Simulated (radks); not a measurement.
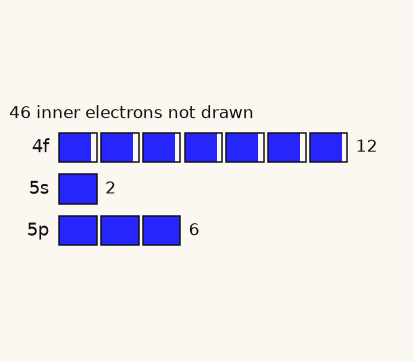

Fig. 1: The outer shells as the input fills them: a box for each of the 2l + 1 orbitals, shaded by the share of the shell that is filled, with the electron count at the right.

Atomic calculation for Tm³⁺

The Tm³⁺ ion in the configuration [Xe] 4f12 (high spin). Computed at this level: scalar-relativistic Kohn-Sham, LDA (Slater exchange, Perdew-Wang correlation), spin-polarised, spherical densities, point nucleus (the in-house radial solver radks).

**What the run reported**

| quantity | value |
| --- | --- |
| outcome | converged |
| total energy | −13557.3743 hartree |
| kinetic energy | 14734.6379 hartree |
| electron–nucleus energy | −33252.0779 hartree |
| Hartree energy | 5235.7214 hartree |
| exchange–correlation energy | −275.655729 hartree |
| radius at density 0.001 e/bohr³ | 3.10 bohr |
| SCF iterations | 16 |
| hardware | 1 thread of Arm Neoverse V1, 95 GiB of memory available, shared host |

**What is odd here**

A numerical setting was moved from its usual value: mesh end rmax = 8. The program ran to the end, and its total energy equals that of the same run with the usual input (−13557.37433 hartree) within 10⁻⁵ hartree, so the oddity leaves no trace in it.

**The input**
```
Z 69
configuration [Xe] 4f12
relativity scalar-relativistic
functional lda,pw
spin polarised
nucleus point
c 137.035999084
mesh_end 8
max_iterations 62
```

Energies in input and log are in hartree, lengths in bohr.

Launched within a batch (the task file carries these settings):
```bash
python <driver script> task.json out
```

**The program's output**
```
1s      1   1.0000       -2178.21713758
2s      1   1.0000        -368.57018274
2p      1   3.0000        -325.68741730
3s      1   1.0000         -83.80904694
3p      1   3.0000         -70.82588498
3d      1   5.0000         -54.76443799
4s      1   1.0000         -17.51770337
4p      1   3.0000         -13.24479779
4d      1   5.0000          -7.56999783
4f      1   7.0000          -1.35357264
5s      1   1.0000          -3.10740560
5p      1   3.0000          -2.08755064
1s      2   1.0000       -2178.21714885
2s      2   1.0000        -368.56856177
2p      2   3.0000        -325.68621675
3s      2   1.0000         -83.77432643
3p      2   3.0000         -70.79130567
3d      2   5.0000         -54.73748736
4s      2   1.0000         -17.44952229
4p      2   3.0000         -13.17800594
4d      2   5.0000          -7.50510231
4f      2   5.0000          -1.29593207
5s      2   1.0000          -3.07754335
5p      2   3.0000          -2.06570726
Etot -13557.374326026345
Ekin 14734.637943000875
Encl -33252.07790140661
Eh 5235.72136134086
Exc -275.65572896147444
err 8.919380776656107e-09
it 16
```
